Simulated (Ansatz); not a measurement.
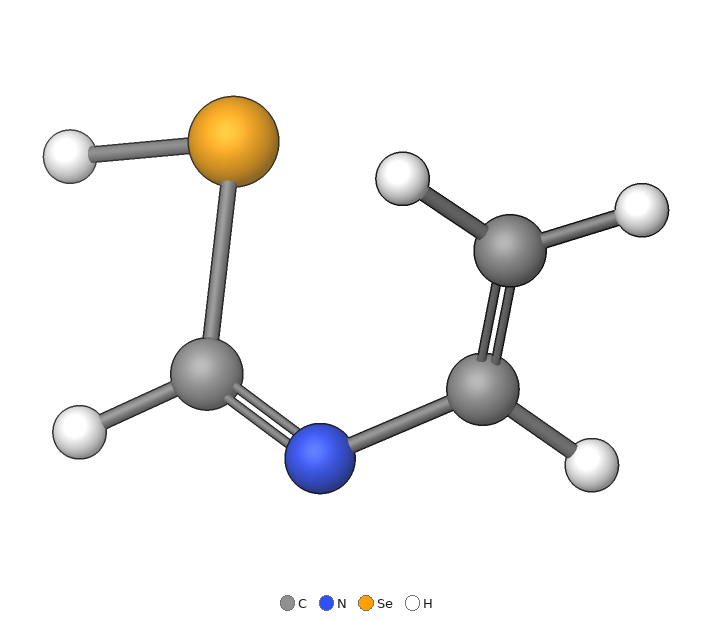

The picture shows a molecular structure as a ball-and-stick model.

Computed geometry: PBE0-D4/def2-TZVP optimisation. No frequency run is at hand to confirm it as a minimum.

Describe the molecule.

It has 10 atoms: 3 carbon, 5 hydrogen, 1 nitrogen and 1 selenium (C₃H₅NSe). As SMILES it reads `C=C/N=C\[SeH]`. It has no ring. Among its groups: alkene, imine. The point group is C1. Coordination: 3 C trigonal planar; 1 N bent; 1 Se bent.

The parts below concern this one geometry. Atoms keep their numbers from picture to picture.

### Dipole moment

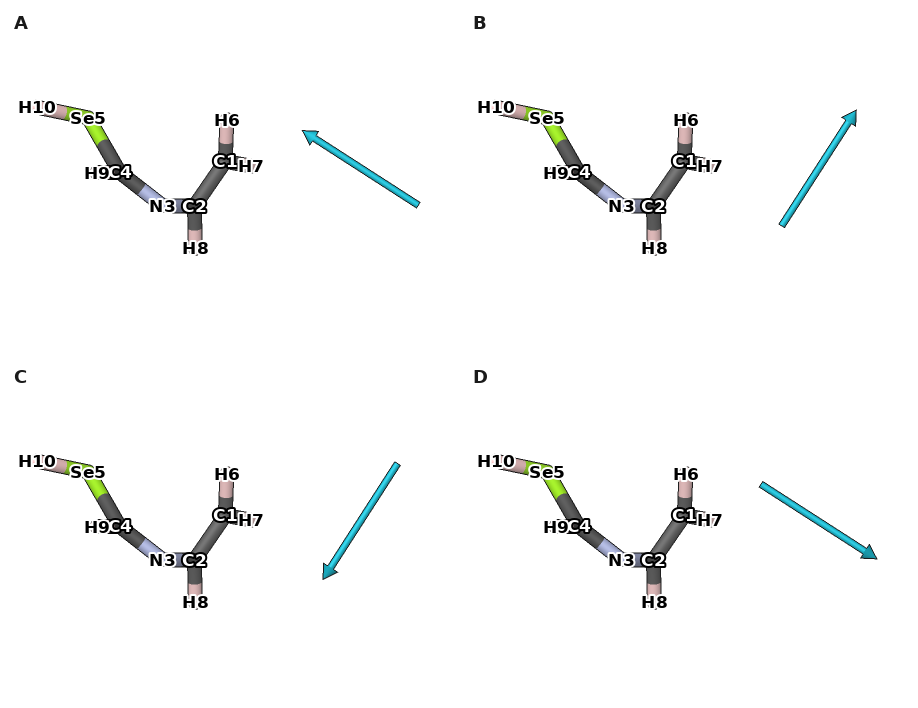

The same molecule four times, each with an arrow. No frequency run is at hand to confirm it as a minimum. Level of theory: RKS ωB97M-V/def2-TZVPP (Ansatz 0.2.0).

**Which arrow points along the dipole moment, from the negative to the positive end?**

A. The dipole moment is 1.09 D; it points from the side of H7, H8 to the side of H10 (the outermost atoms at the two ends).

### Levels of theory compared

No frequency run is at hand to confirm it as a minimum. Program: Ansatz 0.2.0.

Tabulate HOMO energy (eV), HOMO–LUMO gap (eV) at these levels: B3LYP-D4/def2-TZVPP; PBE-D4/def2-TZVPP; PBE0-D4/def2-TZVPP; r2SCAN-D4/def2-TZVPP; ωB97M-V/def2-TZVPP; ωB97X-V/def2-TZVPP.

| level | HOMO energy (eV) | HOMO–LUMO gap (eV) |
| --- | --- | --- |
| B3LYP-D4/def2-TZVPP | −6.55 | 5.45 |
| PBE-D4/def2-TZVPP | −5.67 | 3.81 |
| PBE0-D4/def2-TZVPP | −6.76 | 5.88 |
| r2SCAN-D4/def2-TZVPP | −5.88 | 4.19 |
| ωB97M-V/def2-TZVPP | −8.89 | 10.14 |
| ωB97X-V/def2-TZVPP | −8.99 | 10.33 |

### Charges

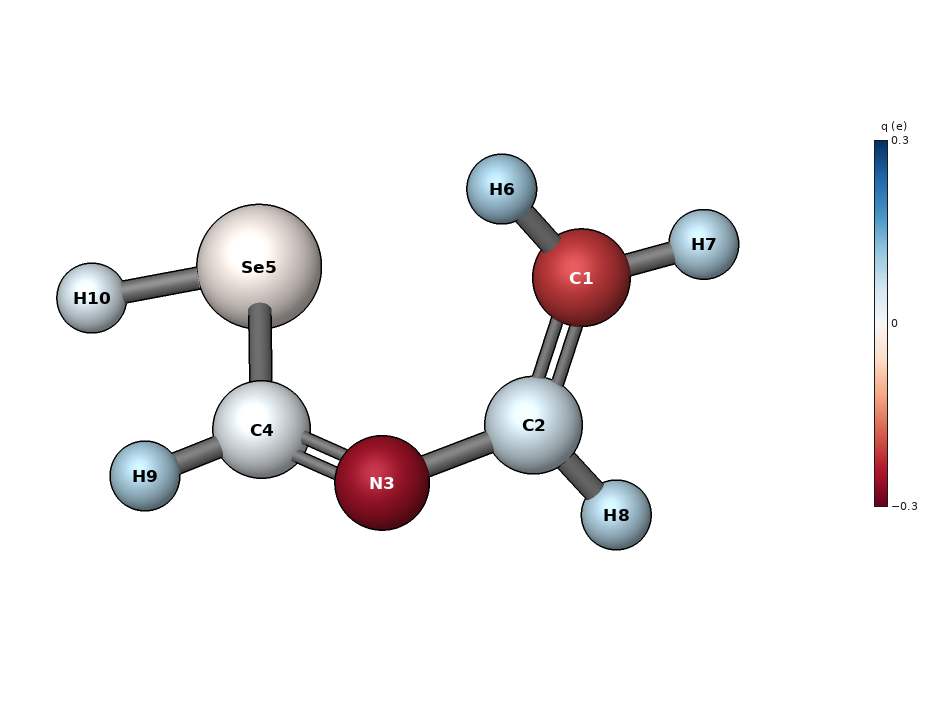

Atoms are coloured by their Mulliken charges. No frequency run is at hand to confirm it as a minimum. Level of theory: RKS r2SCAN-D4/def2-TZVPP (Ansatz 0.2.0).

List the Mulliken charges.

```csv
atom,value (e)
C1,−0.21
C2,0.06
N3,−0.25
C4,0.02
Se5,−0.02
H6,0.10
H7,0.09
H8,0.08
H9,0.09
H10,0.04
```

Mulliken values depend strongly on the basis set and can even reverse the polarity of a bond.
